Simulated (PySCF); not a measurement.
C$_{5}$H$_{12}$F$_{2}$OSi$_{2}$

The calculation's input:

```
{"job": {"kind": "nmr", "xc": "PBE0", "basis": "pcSseg-1"}, "charge": 0, "multiplicity": 1}
F     -2.824790    -0.273822    -0.743018
C     -1.665920    -0.876570    -0.373431
F     -1.315060    -1.647477    -1.434292
C     -0.598327     0.166764    -0.020904
O      0.478771    -0.434478     0.655034
C      1.244428    -1.397182    -0.063630
Si     2.908103    -1.443596     0.860892
C     -0.237718     1.018570    -1.260640
Si    -1.329652     2.447264    -0.615471
C     -1.225250     1.254145     0.873835
H     -1.882683    -1.547297     0.471838
H      1.367309    -1.090441    -1.106407
H      0.729957    -2.364650    -0.072964
H      3.761511    -2.456710     0.234221
H      2.654591    -1.770292     2.261644
H      3.519073    -0.118653     0.751956
H      0.826446     1.248817    -1.257564
H     -0.477227     0.542532    -2.208450
H     -2.649158     2.549258    -1.225968
H     -0.657743     3.734636    -0.451251
H     -2.133775     0.936020     1.377925
H     -0.503297     1.542548     1.634128
```

Command:

```sh
OMP_NUM_THREADS=1 python probes_run.py task.json out
```

Geometry: GFN2-xTB.

These are results of PBE0/pcSseg-1, SCF density, gas phase, non-relativistic (PySCF 2.14.0), not measurements.

Q: What can the converged electron density and electron localisation function tell about the bonding?

A: C–O (1.41 Å): ρ is about 2.1 e/Å³ halfway, with its minimum of 1.8 e/Å³ about 0.5 Å from C; the ELF peaks at about 0.90 between the atoms; a polar covalent bond.
C–C (1.54 Å): ρ is about 1.6 e/Å³ halfway; the ELF peaks at about 0.95 between the atoms (localised, covalent bonding).

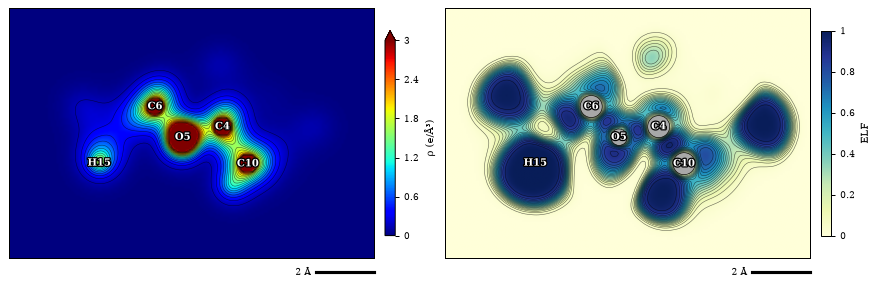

Computed electron density and electron localisation function on the plane of atoms O5, C4 and C10, in this order. Grey discs cover the atomic cores in the ELF map. 
